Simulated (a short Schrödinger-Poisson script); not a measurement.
System: symmetric double-gate stack, SiO2 on p-type Ge(111), at 77 K.

```
layer  material  thickness (nm)  Na (cm⁻³)
-----  --------  --------------  ---------
1          SiO2             3.5          -
2            Ge               6       9e16
3          SiO2             3.5          -
```

Constants are typed, rounded textbook-type inputs, not results; the design itself was drawn at random and stands for no fabricated device. SiO2: permittivity 3.9, conduction-band edge (eV) 3.1, gap (eV) 9, electron mass (mₑ) 0.5. Ge: permittivity 16, conduction-band edge (eV) 0, gap (eV) 0.664, Nv at 300 K (cm⁻³) 6e18.

Channel valleys (confinement mass, in-plane density-of-states mass, number): L1 1.59, 0.08, 1; L3 0.09, 0.34, 3. At the gates, both at one voltage, the conduction-band edge of layer 1 lies 3.15 eV − eVg above the Fermi level of the channel. Gaps are held at their typed values at every temperature. Mesh 0.03 nm at interfaces.

From a short Schrödinger-Poisson script (our own, NumPy): 1D Poisson equation in equilibrium, electrons quantum, Hartree (BenDaniel-Duke, 12 states a valley, the channel's in-plane mass for all, wave functions ending at the dielectric), parabolic valleys, classical holes, full ionisation, no traps, pinning or gate leakage.

Only gate voltages with over 1e8 electrons/cm² are shown.

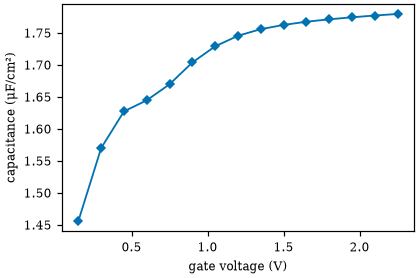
Figure: Quasi-static capacitance against gate voltage

| Vg (V) | electrons (cm⁻²) | C (μF/cm²) | L1 E0 (meV) | L1 E1 (meV) | L3 E0 (meV) | L3 E1 (meV) |
|---|---|---|---|---|---|---|
| 0.15 | 7.78e11 | 1.46 | -18.2 | 0.0 | 91.3 | 437.9 |
| 0.45 | 3.71e12 | 1.63 | -56.9 | -42.6 | 53.3 | 395.9 |
| 0.75 | 6.79e12 | 1.67 | -84.7 | -73.8 | 26.8 | 365.8 |
| 1.05 | 9.98e12 | 1.73 | -104.5 | -96.7 | 9.5 | 344.5 |
| 1.35 | 1.32e13 | 1.76 | -118.3 | -113.2 | -0.1 | 330.6 |
| 1.65 | 1.65e13 | 1.77 | -130.7 | -127.6 | -6.7 | 319.5 |
| 1.95 | 1.99e13 | 1.77 | -143.3 | -141.4 | -12.1 | 309.7 |
| 2.25 | 2.32e13 | 1.78 | -156.2 | -155.0 | -16.9 | 300.6 |

Subbands count from the Fermi level. The capacitance is that of both gates.

Only the L valleys are kept; under strong confinement the Δ valleys of Ge fill too.
